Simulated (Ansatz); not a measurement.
Take CuI in the zinc blende structure (space group F-43m, No. 216; a = 5.939 Å) as the base.

Modification: every lattice vector is stretched by 2.50 %, atoms relaxed at fixed cell.

Method: PBEsol (Ansatz, a program for electronic structure, PAW, no spin-orbit coupling).

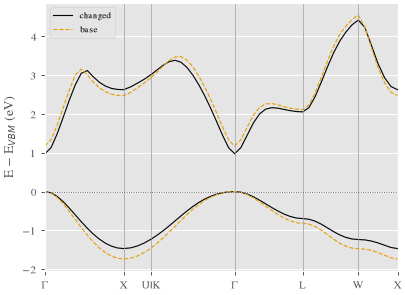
Highest valence and lowest conduction band along the path, each from its own valence-band maximum

The gap is 0.98 eV, direct at Γ; the base has 1.17 eV.

With I present, leaving out spin-orbit coupling can change the band edges. The cells carry an imposed strain or load. Whether these cells are dynamically stable was not tested. All final runs are without spin polarisation.
